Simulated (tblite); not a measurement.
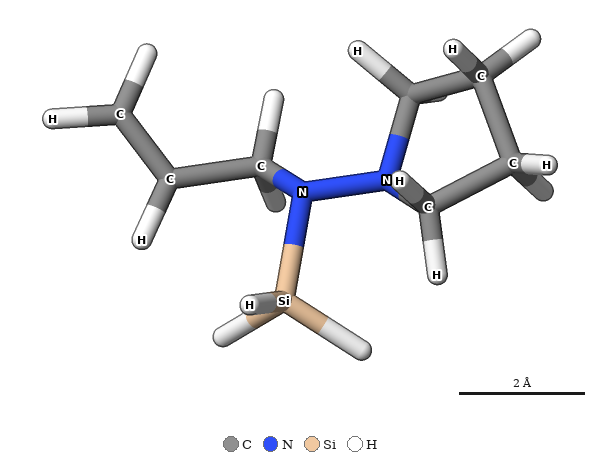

Figure 1. The structure as given in the input (stick view, seen at a tilt). Bond lengths as drawn: C–C 1.31 to 1.54 Å, C–H 1.08 to 1.13 Å, C–N 1.41 to 1.45 Å, H–Si 1.46 to 1.49 Å, N–N 1.37 Å and N–Si 1.80 Å.

**Geometry relaxation of C$_{7}$H$_{16}$N$_{2}$Si (part 1 of 2)**

System: C$_{7}$H$_{16}$N$_{2}$Si, SMILES C=CCN([SiH3])N1CCCC1.
Method: GFN2-xTB geometry optimisation, gas phase (tblite 0.8.0).

## Log
```
step      E/eV     max force
  0    -834.09443    4.002
  1    -834.43395    1.054
  2    -834.52927    0.819
  3    -834.61488    0.631
  4    -834.67660    0.626
  5    -834.72682    0.398
  6    -834.75341    0.303
  7    -834.76809    0.266
  8    -834.78509    0.224
  9    -834.79867    0.227
 10    -834.81048    0.216
 11    -834.82194    0.211
 12    -834.83529    0.268
 13    -834.84854    0.241
 14    -834.85818    0.163
 15    -834.86396    0.153
 16    -834.86895    0.145
 17    -834.87467    0.175
 18    -834.88050    0.174
 19    -834.88606    0.149
 20    -834.89149    0.159
 21    -834.89702    0.175
 22    -834.90233    0.196
 23    -834.90708    0.143
 24    -834.91154    0.152
 25    -834.91629    0.157
 26    -834.92119    0.146
 27    -834.92572    0.132
 28    -834.92987    0.146
 29    -834.93408    0.154
 30    -834.93861    0.153
 31    -834.94313    0.148
 32    -834.94717    0.132
 33    -834.95071    0.108
 34    -834.95414    0.109
 35    -834.95750    0.121
 36    -834.96050    0.149
 37    -834.96303    0.138
 38    -834.96535    0.093
 39    -834.96767    0.109
 40    -834.96972    0.160
 41    -834.97266    0.131
 42    -834.97657    0.103
 43    -834.97983    0.122
 44    -834.98296    0.132
 45    -834.98640    0.162
 46    -834.99077    0.204
 47    -834.99711    0.209
 48    -835.00471    0.248
 49    -835.01244    0.223
 50    -835.01305    0.288
 51    -835.01547    0.430
 52    -835.02732    0.161
 53    -835.03253    0.145
 54    -835.04646    0.338
 55    -835.05518    0.143
 56    -835.06096    0.145
 57    -835.06570    0.127
 58    -835.07443    0.147
 59    -835.08080    0.149
 60    -835.08666    0.156
 61    -835.09146    0.142
 62    -835.09559    0.145
 63    -835.09984    0.142
 64    -835.10451    0.154
 65    -835.11063    0.192
 66    -835.11690    0.187
 67    -835.12338    0.157
 68    -835.12972    0.155
 69    -835.13627    0.174
 70    -835.14185    0.262
 71    -835.14999    0.219
 72    -835.15891    0.144
 73    -835.16689    0.184
 74    -835.17468    0.211
 75    -835.18336    0.230
 76    -835.19004    0.170
 77    -835.19505    0.121
 78    -835.19883    0.144
 79    -835.20238    0.197
 80    -835.20581    0.225
 81    -835.20983    0.164
 82    -835.21366    0.122
 83    -835.21684    0.123
 84    -835.22031    0.118
 85    -835.22486    0.130
 86    -835.22980    0.131
 87    -835.23571    0.149
 88    -835.24336    0.175
 89    -835.25421    0.257
 90    -835.26801    0.300
 91    -835.26989    0.423
 92    -835.29393    0.222
 93    -835.30458    0.200
 94    -835.31861    0.170
 95    -835.32444    0.154
 96    -835.33450    0.177
 97    -835.34357    0.213
 98    -835.35611    0.249
 99    -835.36813    0.278
100    -835.37614    0.408
101    -835.38935    0.218
102    -835.39947    0.151
103    -835.40977    0.216
104    -835.41664    0.196
105    -835.42364    0.198
106    -835.43427    0.200
107    -835.44216    0.293
108    -835.45026    0.196
109    -835.45454    0.206
110    -835.45897    0.131
111    -835.46063    0.085
112    -835.46220    0.075
113    -835.46359    0.069
114    -835.46450    0.070
115    -835.46590    0.069
116    -835.46693    0.065
117    -835.46780    0.060
118    -835.46865    0.074
119    -835.46954    0.069
120    -835.47054    0.069
121    -835.47172    0.065
122    -835.47310    0.073
123    -835.47450    0.081
124    -835.47578    0.060
125    -835.47688    0.078
126    -835.47783    0.066
127    -835.47865    0.080
128    -835.47952    0.054
129    -835.48058    0.054
130    -835.48140    0.068
131    -835.48274    0.073
132    -835.48384    0.074
133    -835.48495    0.074
134    -835.48597    0.072
135    -835.48703    0.069
136    -835.48827    0.071
137    -835.48970    0.070
138    -835.49118    0.064
139    -835.49219    0.066
140    -835.49333    0.066
141    -835.49435    0.065
142    -835.49539    0.062
143    -835.49636    0.078
144    -835.49736    0.071
145    -835.49818    0.048
146    -835.49880    0.041
147    -835.49927    0.048
148    -835.49981    0.043
149    -835.50047    0.053
150    -835.50122    0.061
151    -835.50197    0.058
152    -835.50264    0.063
153    -835.50325    0.049
154    -835.50383    0.045
155    -835.50443    0.054
156    -835.50511    0.073
157    -835.50580    0.064
158    -835.50669    0.071
159    -835.50771    0.067
160    -835.50890    0.065
161    -835.50987    0.091
162    -835.51094    0.079
163    -835.51159    0.058
164    -835.51236    0.062
165    -835.51301    0.053
166    -835.51377    0.049
167    -835.51432    0.056
168    -835.51478    0.040
169    -835.51511    0.036
170    -835.51545    0.035
171    -835.51576    0.029
172    -835.51601    0.033
173    -835.51619    0.031
174    -835.51636    0.029
175    -835.51659    0.030
176    -835.51680    0.035
177    -835.51697    0.030
178    -835.51713    0.026
179    -835.51733    0.028
180    -835.51760    0.035
181    -835.51793    0.040
182    -835.51825    0.034
183    -835.51853    0.034
184    -835.51881    0.033
185    -835.51912    0.043
186    -835.51947    0.041
187    -835.51982    0.036
188    -835.52012    0.034
189    -835.52035    0.030
190    -835.52054    0.029
191    -835.52072    0.031
192    -835.52091    0.028
193    -835.52109    0.029
194    -835.52128    0.029
195    -835.52150    0.031
196    -835.52173    0.031
197    -835.52195    0.035
198    -835.52215    0.036
199    -835.52231    0.024
200    -835.52243    0.022
201    -835.52252    0.021
202    -835.52263    0.026
203    -835.52277    0.033
204    -835.52297    0.035
205    -835.52321    0.030
206    -835.52347    0.027
207    -835.52370    0.027
208    -835.52392    0.032
209    -835.52412    0.025
210    -835.52430    0.034
211    -835.52442    0.027
212    -835.52452    0.020
213    -835.52456    0.011
214    -835.52460    0.009
```

## Trajectory as extended XYZ (Å, eV, eV/Å), 9 of the 215 frames kept, from step=0 to step=214
```
26
Properties=species:S:1:pos:R:3:forces:R:3 step=0 energy=-834.09443
C    -3.7067    0.6821    0.1377   -1.1600   0.4660   0.4230
C    -2.8836   -0.3053   -0.1160   -0.3480   0.2820   0.3560
C    -1.5634    0.0132   -0.7389   -1.0410   0.0620  -1.7160
N    -0.5354   -0.3929    0.1358   -1.9290  -2.8380   2.0600
Si   -0.6270   -2.1609    0.4588    0.1990   0.2000   0.6680
N     0.7465   -0.1059   -0.2378    2.6000   0.4140  -1.3610
C     1.7706   -0.5173    0.6849    1.0200   0.0270   0.6740
C     2.9758    0.2824    0.1659   -0.7260  -0.3770   0.2790
C     2.3120    1.6511    0.0951    0.2840   0.0570   0.7660
C     0.9675    1.2958   -0.5189   -0.0630   1.0220  -0.3760
H    -3.4166    1.6870   -0.1352   -0.3320   0.0310   0.1650
H    -4.6946    0.5315    0.6026    0.6650   0.2090  -0.3610
H    -3.1868   -1.3120    0.1764    0.4400   0.3970  -0.3380
H    -1.5110    1.0994   -1.0227   -0.0670  -0.7880   0.4970
H    -1.5843   -0.5282   -1.7173    0.3620   0.1350   0.0180
H    -0.7186   -2.3050    1.9419    0.0830   0.1420  -0.4730
H    -1.8045   -2.7860   -0.1291    0.1470  -0.1780  -0.1160
H     0.5695   -2.8697   -0.0617   -0.5500   0.0490   0.0140
H     1.5983   -0.1573    1.7308   -0.2330  -0.5150  -0.3000
H     2.0014   -1.6029    0.6811   -0.4060   0.6980   0.0370
H     3.7935    0.2590    0.8772    0.3020  -0.1410  -0.2930
H     3.2005   -0.1153   -0.8345    0.3600   0.3440   0.4100
H     2.1644    2.0233    1.1535    0.3490  -0.0490  -1.2070
H     2.9138    2.3058   -0.5249   -0.1750   0.4990   0.2150
H     1.0586    1.4071   -1.6132   -0.3120   0.1170   0.0810
H     0.1391    1.9438   -0.1483    0.5310  -0.2640  -0.1220
26
Properties=species:S:1:pos:R:3:forces:R:3 step=27 energy=-834.92572
C    -3.7281    0.8103    0.1236    0.0620   0.0000   0.0520
C    -2.9037   -0.1946   -0.1124   -0.0260   0.0190  -0.0900
C    -1.5776   -0.0688   -0.8027    0.0200   0.0170  -0.0150
N    -0.4914   -0.6499   -0.0234   -0.0480  -0.0280   0.0810
Si   -0.6155   -2.3023    0.4871   -0.0070  -0.1280   0.0300
N     0.8332   -0.1531   -0.3679   -0.0610   0.0560   0.0920
C     1.8250   -0.5354    0.6302   -0.0080   0.0190  -0.0450
C     3.0102    0.3470    0.2616   -0.0120   0.0310  -0.0030
C     2.3213    1.6954    0.0354    0.0560  -0.0270   0.0200
C     0.9198    1.3112   -0.4689    0.0640   0.0100   0.0030
H    -3.4775    1.8373   -0.0900    0.0390  -0.0320  -0.1080
H    -4.7038    0.6540    0.5535    0.0490  -0.0210   0.0630
H    -3.1953   -1.2015    0.1472   -0.0440   0.0490  -0.0110
H    -1.3802    0.9877   -0.9739    0.0070   0.0840   0.0270
H    -1.6601   -0.5313   -1.7989   -0.0010  -0.1210  -0.0040
H    -0.6164   -2.3200    1.9561   -0.0120   0.0530   0.0020
H    -1.8521   -2.8951   -0.0278    0.0470   0.0100   0.0210
H     0.4514   -3.1903    0.0136   -0.0050   0.0300  -0.0570
H     1.4921   -0.3154    1.6580   -0.0420  -0.0110  -0.0570
H     2.0457   -1.5987    0.5565    0.0360   0.0210  -0.0230
H     3.7721    0.3778    1.0408   -0.0650   0.0170  -0.0330
H     3.4652   -0.0152   -0.6623   -0.0530   0.0360   0.0400
H     2.2434    2.2343    0.9807    0.0060  -0.0050  -0.0050
H     2.8554    2.3315   -0.6704   -0.0280  -0.0660   0.0030
H     0.7941    1.5754   -1.5226   -0.0270   0.0710  -0.0170
H     0.1517    1.8322    0.1198    0.0530  -0.0820   0.0350
26
Properties=species:S:1:pos:R:3:forces:R:3 step=54 energy=-835.04646
C    -3.3997    1.0309    0.0099    0.0190  -0.0270   0.0160
C    -2.8249   -0.1292   -0.2452   -0.0200   0.0840   0.0040
C    -1.5882   -0.3306   -1.0697   -0.0210   0.0550  -0.0300
N    -0.5110   -0.7584   -0.1804    0.0510   0.0210  -0.0160
Si   -0.5644   -2.3314    0.5289   -0.0010  -0.1060  -0.0470
N     0.7291   -0.0488   -0.3824   -0.0430   0.0260   0.0080
C     1.7966   -0.6001    0.4413   -0.0140   0.0090  -0.0440
C     2.9149    0.4446    0.3874    0.0120  -0.0130   0.0120
C     2.1947    1.7423   -0.0232   -0.0050   0.0240   0.0030
C     0.7011    1.3751   -0.0186    0.0080   0.0240   0.0050
H    -3.0433    1.9591   -0.4057    0.0050  -0.0040  -0.0130
H    -4.2601    1.0900    0.6569   -0.0020   0.0760  -0.0540
H    -3.2179   -1.0260    0.2117    0.0080  -0.0200  -0.0370
H    -1.2988    0.6043   -1.5547    0.0000  -0.0550   0.0540
H    -1.7927   -1.0627   -1.8700    0.1120   0.0230   0.1820
H    -0.3036   -2.2804    1.9752   -0.0320   0.0250  -0.0600
H    -1.8924   -2.9039    0.3152    0.0000   0.1120  -0.0180
H     0.3737   -3.2620   -0.1175    0.0180  -0.0590   0.0610
H     1.4491   -0.7391    1.4801    0.1320   0.0480  -0.1170
H     2.1144   -1.5674    0.0444   -0.0480   0.1100   0.0380
H     3.4108    0.5368    1.3564   -0.0750   0.0010  -0.0820
H     3.6733    0.1645   -0.3470   -0.1030   0.0540   0.0440
H     2.4173    2.5638    0.6618   -0.0980  -0.0630  -0.1010
H     2.5140    2.0355   -1.0293   -0.1610  -0.0140   0.1820
H     0.1472    1.9720   -0.7589    0.1090  -0.2520   0.1970
H     0.2396    1.5440    0.9763    0.1480  -0.0810  -0.1870
26
Properties=species:S:1:pos:R:3:forces:R:3 step=80 energy=-835.20581
C    -3.1061    1.2920   -0.1912    0.0260   0.0380  -0.0570
C    -2.7183    0.0354   -0.3054   -0.0810  -0.0180   0.0040
C    -1.5365   -0.4665   -1.0837    0.0450  -0.0250   0.0480
N    -0.4788   -0.9228   -0.1853    0.0080  -0.0650   0.0470
Si   -0.5917   -2.4360    0.6184   -0.0010  -0.0920   0.0300
N     0.6708   -0.0972   -0.2758   -0.1110   0.1370  -0.0900
C     1.9175   -0.6323    0.2355   -0.0400   0.0560  -0.1480
C     2.8367    0.5985    0.3507    0.0110  -0.0020   0.0610
C     1.9267    1.7763   -0.0110    0.0200   0.0530   0.0330
C     0.5557    1.2184    0.3380   -0.0650   0.0620   0.0530
H    -2.5925    2.0986   -0.6944   -0.0550  -0.0450   0.0150
H    -3.9647    1.5710    0.4030    0.1160  -0.0150  -0.0680
H    -3.2644   -0.7409    0.2149    0.0380   0.0090   0.0320
H    -1.1183    0.3121   -1.7215   -0.0050   0.0610  -0.0160
H    -1.8569   -1.2946   -1.7256   -0.0170   0.0050   0.0120
H    -0.3010   -2.3562    2.0567    0.0030   0.0580  -0.0300
H    -1.9775   -2.8708    0.4380    0.0530   0.0220   0.0010
H     0.3013   -3.4336    0.0013    0.0130   0.0060   0.0710
H     1.7931   -1.1136    1.2146   -0.0040  -0.0270   0.0280
H     2.3057   -1.3642   -0.4664    0.0280  -0.2010  -0.0980
H     3.1930    0.7009    1.3751    0.0630   0.0010  -0.0030
H     3.6985    0.5359   -0.3101    0.0070  -0.0400   0.0030
H     2.1775    2.6903    0.5216   -0.0040   0.0080   0.0420
H     1.9654    1.9664   -1.0851    0.0110   0.0210   0.0640
H    -0.2638    1.7823   -0.0992   -0.0530   0.0180  -0.0390
H     0.4077    1.1734    1.4299   -0.0070  -0.0250   0.0070
```
